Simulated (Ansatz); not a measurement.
# Calculations on Si₃H₇O₃F and related structures

**1. Relaxation**

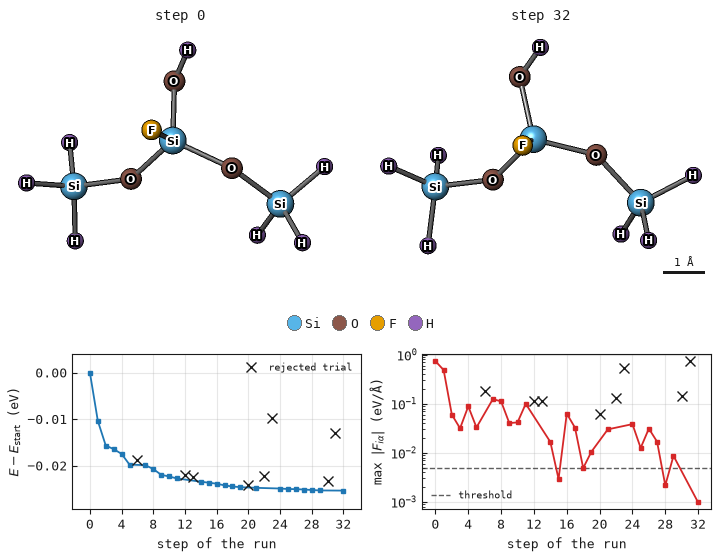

First and last geometry of a relaxation of Si3H7O3F, with the history of the run. The picture is a ball-and-stick view, seen at a tilt.

It is one of the separated products of a reaction.

The calculation used RKS PBE0-D4/def2-TZVP in Ansatz.

The input:
```yaml
crystal:
  periodic: [false, false, false]
  atoms:
    - {symbol: Si, position_ang: [-1.061128, 0.815180, 1.218966]}
    - {symbol: O, position_ang: [-0.103006, 2.014572, 0.774046]}
    - {symbol: Si, position_ang: [1.233972, 2.473923, -0.072786]}
    - {symbol: O, position_ang: [-0.222112, -0.497654, 1.580639]}
    - {symbol: Si, position_ang: [-0.154180, -2.123239, 1.807238]}
    - {symbol: F, position_ang: [-1.890037, 1.311941, 2.471739]}
    - {symbol: O, position_ang: [-2.131569, 0.398630, 0.047739]}
    - {symbol: H, position_ang: [2.140246, 1.318643, -0.279760]}
    - {symbol: H, position_ang: [0.825141, 3.064696, -1.366569]}
    - {symbol: H, position_ang: [1.927212, 3.500082, 0.745170]}
    - {symbol: H, position_ang: [-0.840077, -2.815519, 0.688120]}
    - {symbol: H, position_ang: [-0.821278, -2.466794, 3.087520]}
    - {symbol: H, position_ang: [1.271760, -2.518335, 1.856359]}
    - {symbol: H, position_ang: [-2.892736, 0.966616, -0.085029]}
basis:
  gaussian: {orbitals: def2-TZVP}
hamiltonian: {xc: pbe0, dispersion: d4}
relax: {f_tol: 0.005, max_steps: 200}
```

Launched with:
```bash
ansatz run in.yaml --threads 4 --pin off --events-out ev --progress --plain --max-ram 41984MiB --backend cuda --devices 0, --max-vram 37GiB
```

**What do the curves and the structures tell?**

It converged. Over 24 accepted moves (32 points after the start) the energy falls by 0.025 eV. Largest force component: 0.74 eV/Å at the start, 0.00097 eV/Å at the end. The line search rejected the trial steps at points 6, 12, 13, 20, 22, 23, 30, 31 of the run. The forces were under the threshold at step 15, but the run went on from there. The atom that moves furthest after the best rigid fit is O2 (0.54 Å). Largest moves by element: O 0.54 Å, F 0.47 Å, H 0.46 Å, Si 0.06 Å. Some distances before and after: Si1–O7 1.640 → 1.620 Å, Si1–O2 1.598 → 1.608 Å, O2–Si3 1.648 → 1.640 Å, Si1–O4 1.599 → 1.604 Å. Bond angles that change, for instance: O2–Si3–H10 106.8° → 109.9°, Si1–O4–Si5 149.9° → 147.0°, F6–Si1–O7 107.6° → 109.7°. Groups turn about Si1–O2 by about 65°, O2–Si3 by about 65°. The run took about 80 s of wall time on a shared GPU.

```tsv
step	E − E(0), eV	largest force component, eV/Å	note
0	0.0000	0.7399	
1	-0.0104	0.4883	
2	-0.0157	0.0600	
3	-0.0164	0.0316	
4	-0.0175	0.0886	
5	-0.0198	0.0329	
6	-0.0189	0.1800	rejected
7	-0.0199	0.1246	
8	-0.0207	0.1118	
9	-0.0220	0.0404	
10	-0.0223	0.0417	
11	-0.0227	0.0997	
12	-0.0220	0.1164	rejected
13	-0.0223	0.1138	rejected
15	-0.0237	0.0029	
16	-0.0239	0.0629	
17	-0.0242	0.0326	
18	-0.0245	0.0049	
19	-0.0246	0.0105	
20	-0.0242	0.0627	rejected
22	-0.0222	0.1310	rejected
23	-0.0096	0.5373	rejected
24	-0.0249	0.0384	
25	-0.0250	0.0126	
26	-0.0250	0.0311	
27	-0.0251	0.0169	
29	-0.0253	0.0087	
30	-0.0232	0.1459	rejected
31	-0.0130	0.7487	rejected
32	-0.0254	0.0010
```

**2. Relaxation**

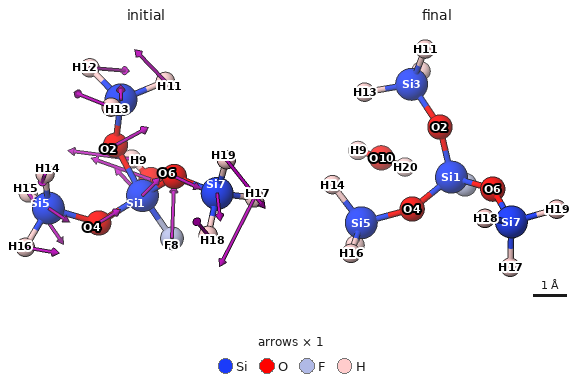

The structure of Si$_{4}$H$_{11}$O$_{4}$F (started from a transition state, displaced along its imaginary mode) before (left) and after (right) a relaxation, at one scale. The purple arrows give the displacements, at their true length.

A ball-and-stick model, seen at a tilt.

All numbers below come from RKS PBE0-D4/def2-TZVP in Ansatz.

Input
```yaml
crystal:
  periodic: [false, false, false]
  atoms:
    - {symbol: Si, position_ang: [-0.623877, 0.308598, 0.487610]}
    - {symbol: O, position_ang: [-0.153908, 0.172707, -1.222218]}
    - {symbol: Si, position_ang: [0.669749, -1.007048, -1.996170]}
    - {symbol: O, position_ang: [0.175912, 1.697876, 0.741414]}
    - {symbol: Si, position_ang: [1.243853, 2.544598, -0.180223]}
    - {symbol: O, position_ang: [-0.042673, -1.161957, 0.848317]}
    - {symbol: Si, position_ang: [-0.085752, -2.172176, 2.139861]}
    - {symbol: F, position_ang: [-1.603533, 0.468384, 1.808350]}
    - {symbol: H, position_ang: [-1.759098, 0.546766, -1.241210]}
    - {symbol: O, position_ang: [-2.211174, 0.463306, -0.497942]}
    - {symbol: H, position_ang: [-0.051291, -2.312694, -1.954505]}
    - {symbol: H, position_ang: [0.811235, -0.615210, -3.427887]}
    - {symbol: H, position_ang: [2.010331, -1.152250, -1.384828]}
    - {symbol: H, position_ang: [2.332036, 1.685483, -0.703938]}
    - {symbol: H, position_ang: [0.539497, 3.204104, -1.310690]}
    - {symbol: H, position_ang: [1.819639, 3.585471, 0.706335]}
    - {symbol: H, position_ang: [-1.469186, -2.654756, 2.373709]}
    - {symbol: H, position_ang: [0.426961, -1.486922, 3.349952]}
    - {symbol: H, position_ang: [0.792563, -3.310173, 1.785132]}
    - {symbol: H, position_ang: [-2.821381, 1.195894, -0.321069]}
basis:
  gaussian: {orbitals: def2-TZVP}
hamiltonian: {xc: pbe0, dispersion: d4}
relax: {f_tol: 0.005, max_steps: 200}
```

Run as
```bash
ansatz run in.yaml --threads 4 --pin off --events-out ev --progress --plain --max-ram 41984MiB --backend cuda --devices 0, --max-vram 37GiB
```

What changed between the two?

The energy falls by 1.499 eV in 134 accepted moves (153 points after the start). The largest force component goes from 6.6 to 0.005 eV/Å. The line search rejected the trial steps at points 13, 17, 22, 27, 36, 58, 73, 80 and more of the run. 1 step only repeated the SCF at the same geometry. The forces were under the threshold at step 145, but the run went on from there. The atom that moves furthest after the best rigid fit is H17 (2.58 Å). Largest moves by element: H 2.58 Å, O 1.99 Å, F 1.81 Å, Si 1.02 Å. Among the contacts that change: Si1–H9 2.082 → 4.041 Å, Si1–O10 1.875 → 3.085 Å, Si1–O2 1.778 → 1.601 Å, H9–O10 0.874 → 0.959 Å. Bonds break, among them: Si1–O10 (1.87 → 3.09 Å). Bond angles that change, for instance: O2–Si1–F8 158.9° → 108.7°, Si1–O2–Si3 130.1° → 150.0°, O2–Si1–O4 94.9° → 113.4°. Groups turn about Si1–O2 by about 175°, O2–Si3 by about 115°. The run took about 300 s of wall time on a shared GPU.

**3. Reaction**

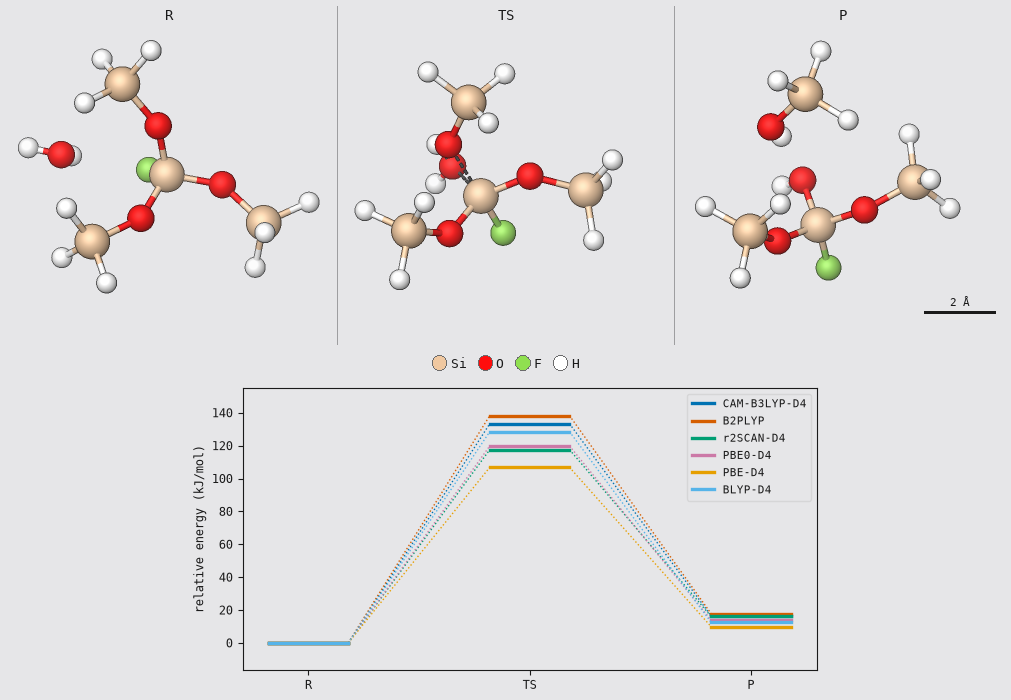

A reaction step of Si4H11O4F, with its energy diagram. A ball-and-stick model, seen at a tilt. Dashed sticks mark bonds that form or break.

Stationary points at PBE0-D4/def2-TZVP, single-point energies with CAM-B3LYP-D4, B2PLYP, r2SCAN-D4, PBE0-D4, PBE-D4, BLYP-D4 (def2-TZVPP where no basis is named; Ansatz 0.2.0). The energies are electronic, without zero-point or thermal terms, and both ends are the relaxed geometries reached downhill from the saddle, with any fragments still in contact.

What happens, and what does it cost?

Counted by bonded pieces, R holds H₂O + Si₄H₉O₃F and P holds SiH₄O + Si₃H₇O₃F. From R over the saddle to P, bonds form: O–Si (3.09 → 1.80 → 1.64 Å), H–O (3.92 → 1.29 → 0.97 Å). Bonds break: O–Si (1.60 → 1.88 → 3.35 Å), H–O (0.96 → 1.13 → 1.91 Å). The saddle has one imaginary mode, 930i cm⁻¹. With CAM-B3LYP-D4 the barrier is 133.4 kJ/mol from R and 116.8 kJ/mol from P, and P lies 16.6 kJ/mol above R.

```tsv
level	barrier from R (kJ/mol)	barrier from P (kJ/mol)	P less R (kJ/mol)
CAM-B3LYP-D4	133.4	116.8	16.6
B2PLYP	138.3	120.4	17.9
r2SCAN-D4	117.6	101.4	16.2
PBE0-D4	119.9	105.9	14.0
PBE-D4	106.9	96.9	9.9
BLYP-D4	128.5	115.9	12.7
```

Limits of the set-up: the start holds two separate molecules, 2.3 Å apart at their closest, whose relative position is a soft coordinate.
